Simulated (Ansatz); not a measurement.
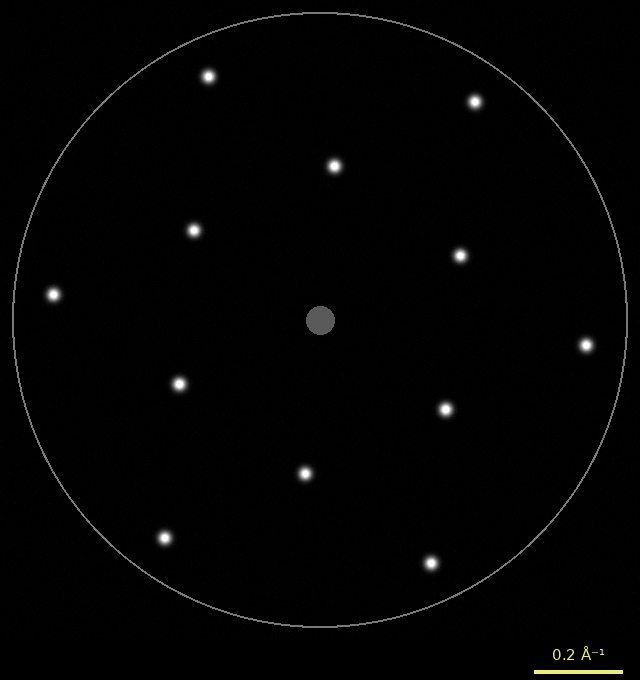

Simulated LEED pattern at 110 eV and normal incidence, from the upper face of a slab model. Spot positions follow from the surface net; brightness is a rough single-scattering estimate from the outer layers, good only for telling present from absent.

What surface net do the spots show?

Answer. The spots form a hexagonal reciprocal net with shortest vectors 0.351 and 0.351 Å⁻¹ at 60.0°. The primitive real-space mesh has edges 3.29 and 3.29 Å at 60.0° (or its supplement) and area 9.4 Å².

The slab has composition WSe2 (3 atoms a cell, 3.3 Å thick). Structure: coordinates from a relaxation with Ansatz, DFT, HSE06, plane waves, PAW; the starting structure was generated, so it need not be a known form of this composition.

Which atoms form the outermost layer?

Answer. The highest atoms of the upper face (within 0.6 Å of the top) are Se; the spot positions alone do not show this.
